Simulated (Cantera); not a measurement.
Charge: 1 mol H2O, 0.13 mol O2, 0.08 mol H2, held at 0.975 Torr.

These are equilibrium values from Cantera (NASA tables, ideal gas, pure condensed phases), not measurements of a reactor. Candidate condensed phases: H2O; 9 gas species. Kinetics and transport are ignored.

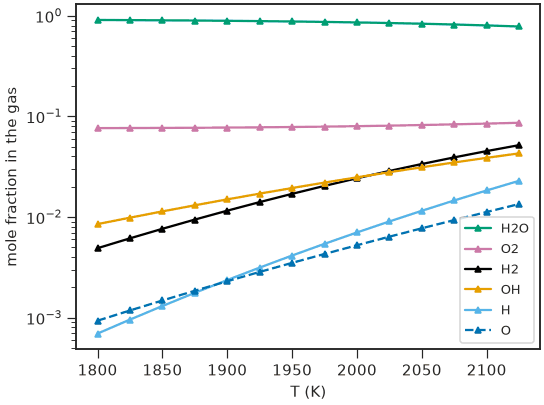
Figure: Equilibrium gas composition (values under 1e-9 drawn at 1e-9)

From 1800 K to 2125 K nothing is condensed.
